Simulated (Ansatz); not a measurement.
Method: PBE (plane waves to 420 eV, PAW; Ansatz, a program for electronic structure).

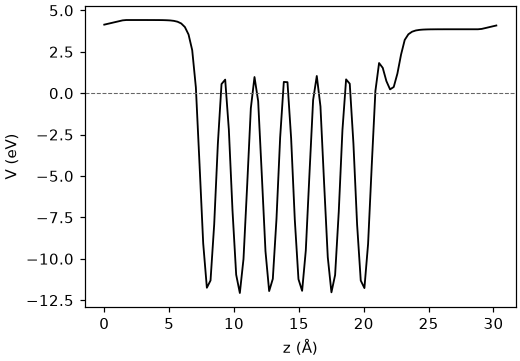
*Electrostatic potential energy of an electron, averaged over planes parallel to the surface, in eV from the Fermi level, for a constructed model of the (111) surface of fcc Ag, p(2x2), one Ag adatom (bottom of the slab: a bare face, its two planes held)*

Slab: 25 atoms, 14.5 Å thick at the start with caps and adatoms; k 8x8x1, smearing 0.1 eV, dipole-corrected; 8 atoms held, the rest relaxed; symmetry of the start imposed; no spin, no spin-orbit, no U. In PBE it lies 0.06 eV a 1x1 cell over the lowest computed structure of the same composition (one added row of Ag in 4).

The vacuum level lies 3.86 eV above the Fermi level over the top face and 4.42 eV above it under the bottom face.
